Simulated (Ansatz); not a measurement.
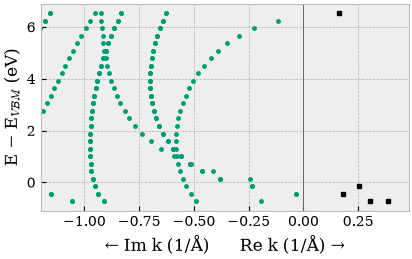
Complex bands at the centre of the two-dimensional zone; r2SCAN in Ansatz (a first-principles code)

The gap is the functional's own. No spin-orbit coupling. Mid-gap values are those at the computed energy nearest the middle.

**Question.** This is SiO₂ (P4_12_12, 12 atoms a cell, 14.4 Å³ an atom) along the normal of (001). Read off the slowest decay at the centre of the two-dimensional zone at 3.04 eV, the computed energy nearest the middle of the gap.

**Answer.** κ ≈ 0.55 1/Å, a decay length 1/(2κ) of the density of 0.91 Å.
